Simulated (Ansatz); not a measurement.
GaH5S: several calculations on one system

### Relaxation

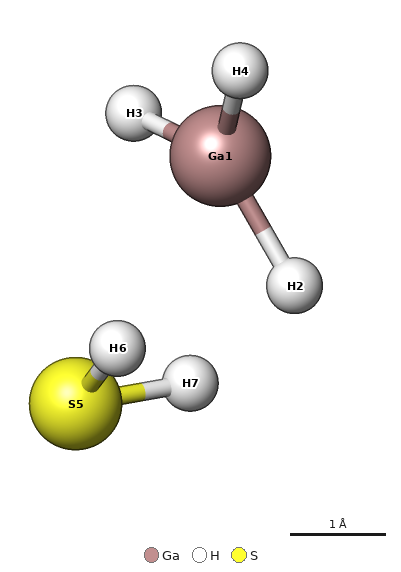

This is the input geometry for a relaxation of GaH5S. Style: ball-and-stick. Shown from a free direction.

The run prepares an end point of a later path (reaction) calculation, from a guessed geometry.

Method: RKS B3LYP-D4/def2-SVP in Ansatz 0.2.0.

Input file:
```yaml
crystal:
  periodic: [false, false, false]
  atoms:
    - { symbol: Ga, position_ang: [0.069101, 0.288894, -0.065067] }
    - { symbol: H, position_ang: [-0.038277, 0.125589, 1.496526] }
    - { symbol: H, position_ang: [1.427504, 0.696181, -0.731244] }
    - { symbol: H, position_ang: [-1.241219, 0.068218, -0.908226] }
    - { symbol: S, position_ang: [0.277239, -2.976924, 1.058229] }
    - { symbol: H, position_ang: [-0.994414, -3.128361, 0.623212] }
    - { symbol: H, position_ang: [0.000666, -1.738497, 1.61037] }
basis:
  gaussian: { orbitals: def2-SVP }
hamiltonian:
  xc: b3lyp
  dispersion: d4
relax:
  f_tol: 0.03
  max_steps: 50
```

Launched with:
```bash
ansatz run input.yaml --threads 1 --pin off --max-ram 2048MiB --backend cpu --events-out ev --progress --plain --runs-dir out
```

Question: Predict the outcome.

Answer: The atom that moves furthest after the best rigid fit is H7 (1.01 Å). By element the largest moves are H 1.01 Å, S 0.76 Å, Ga 0.22 Å. Among the contacts that change: Ga1–S5 3.460 → 2.688 Å, S5–H7 1.384 → 1.353 Å, Ga1–H2 1.574 → 1.580 Å. New bonds form, among them: Ga1–S5 (3.46 → 2.69 Å). Bond angles that change, for instance: H3–Ga1–H4 122.0° → 119.6°. After 15 accepted moves (19 points after the start) the energy has fallen by 8.87 kcal/mol. Largest force component: 0.66 eV/Å at the start, 0.014 eV/Å at the end. The line search rejected the trial steps at points 8, 10, 17, 18 of the run. The forces were under the threshold at step 7, but the run went on from there.

Step by step:

| step | E − E(0), kcal/mol | largest force component, eV/Å | note |
| --- | --- | --- | --- |
| 0 | 0.00 | 0.6649 |  |
| 1 | -1.52 | 0.9474 |  |
| 2 | -2.83 | 1.0674 |  |
| 3 | -5.09 | 0.9116 |  |
| 4 | -7.12 | 0.8671 |  |
| 5 | -8.32 | 0.0812 |  |
| 6 | -8.46 | 0.0408 |  |
| 7 | -8.53 | 0.0193 |  |
| 8 | -8.21 | 0.7195 | rejected |
| 9 | -8.55 | 0.2112 |  |
| 10 | -8.55 | 0.2089 | rejected |
| 11 | -8.62 | 0.0122 |  |
| 12 | -8.66 | 0.0405 |  |
| 13 | -8.70 | 0.1344 |  |
| 14 | -8.72 | 0.2755 |  |
| 15 | -8.83 | 0.0087 |  |
| 16 | -8.85 | 0.1064 |  |
| 17 | -8.54 | 0.5685 | rejected |
| 18 | -8.85 | 0.0460 | rejected |
| 19 | -8.87 | 0.0136 |  |

Final geometry:

```xyz
7

Ga   -0.0687    0.1272   -0.0008
H    -0.5302    0.5288    1.4556
H     1.4421    0.3267   -0.4051
H    -1.1606   -0.0363   -1.1274
S     0.1537   -2.5095    0.4706
H    -1.0788   -2.6763    1.0050
H     0.7431   -2.4255    1.6860
```

The end point in the same view:

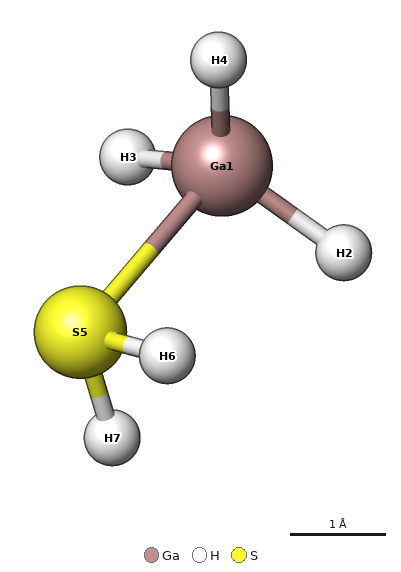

### Relaxation

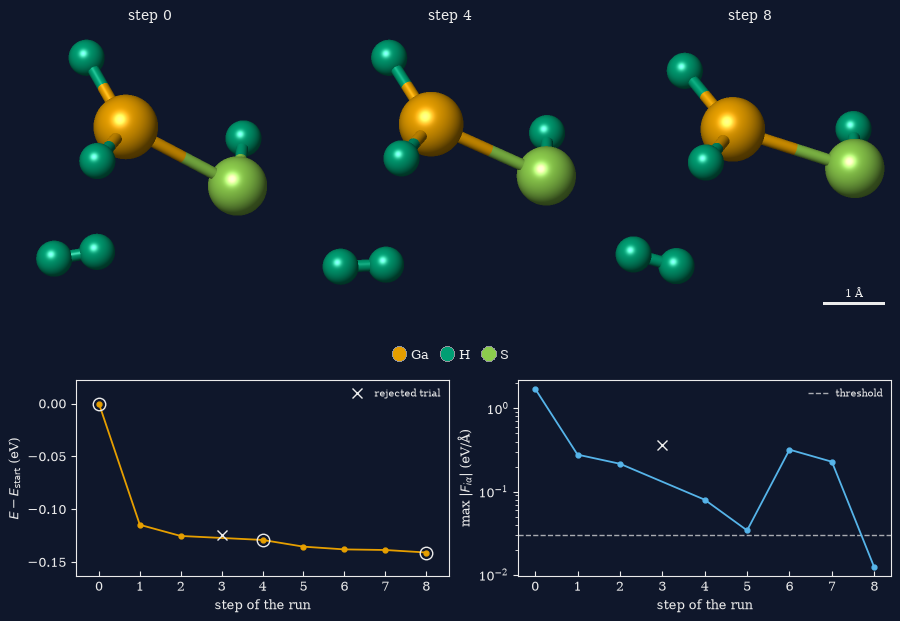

Frames of a relaxation of GaH5S, marked on the history of the run. The picture is a ball-and-stick view, seen at a tilt.

The run prepares an end point of a later path (reaction) calculation, from a guessed geometry.

These are results of RKS B3LYP-D4/def2-SVP (Ansatz 0.2.0), not measurements.

Input file:
```yaml
crystal:
  periodic: [false, false, false]
  atoms:
    - { symbol: Ga, position_ang: [0.063319, -0.540581, -0.430108] }
    - { symbol: H, position_ang: [-0.010539, 0.001956, 2.286065] }
    - { symbol: H, position_ang: [1.379058, 0.296598, -0.511669] }
    - { symbol: H, position_ang: [-1.380226, -0.092511, -0.829074] }
    - { symbol: S, position_ang: [0.340393, -2.643357, 0.34336] }
    - { symbol: H, position_ang: [-0.95364, -3.017674, 0.191977] }
    - { symbol: H, position_ang: [0.062235, -0.669332, 2.033249] }
basis:
  gaussian: { orbitals: def2-SVP }
hamiltonian:
  xc: b3lyp
  dispersion: d4
relax:
  f_tol: 0.03
  max_steps: 50
```

Run as
```bash
ansatz run input.yaml --threads 1 --pin off --max-ram 2048MiB --backend cpu --events-out ev --progress --plain --runs-dir out
```

**What happens along the run?**

The largest move after the best rigid fit is that of S5, 0.44 Å. By element the largest moves are S 0.44 Å, H 0.43 Å, Ga 0.13 Å. Among the contacts that change: H2–H7 0.721 → 0.762 Å, Ga1–S5 2.258 → 2.223 Å. After 7 accepted moves (8 points after the start) the energy has fallen by 0.141 eV. The largest force component goes from 1.7 to 0.012 eV/Å. The line search rejected the trial step at point 3 of the run. From step 0 to 4: H7 moves most (0.30 Å), energy −0.129 eV. From step 4 to 8: H4 moves most (0.26 Å), energy −0.012 eV.

Limits of the set-up: the start holds two separate molecules, 2.5 Å apart at their closest, whose relative position is a soft coordinate.

### Path

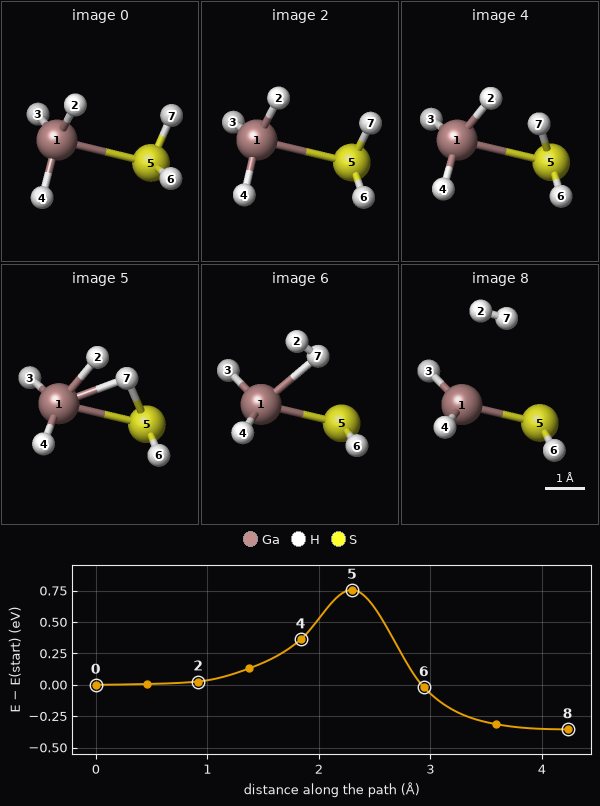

NEB run on GaH₅S. Images are numbered from 0 (start) to 8 (end). Style: ball-and-stick. Shown at a tilt.

Computed with RKS B3LYP-D4/def2-SVP in Ansatz. Set-up: 7 movable images; climbing image; force threshold 0.05 eV/Å; iteration limit 60; starting path through a guess of the saddle point.

### Describe the mechanism and the energy profile.

Forward barrier 0.76 eV, backward barrier 1.11 eV, with image 5 at the top; the reaction energy is −0.35 eV. Breaking: Ga1–H2 (1.58 → 1.74 at the top → 2.89 Å), S5–H7 (1.35 → 1.67 at the top → 3.45 Å). Forming: H2–H7 (3.23 → 1.10 at the top → 0.76 Å). The band is converged.
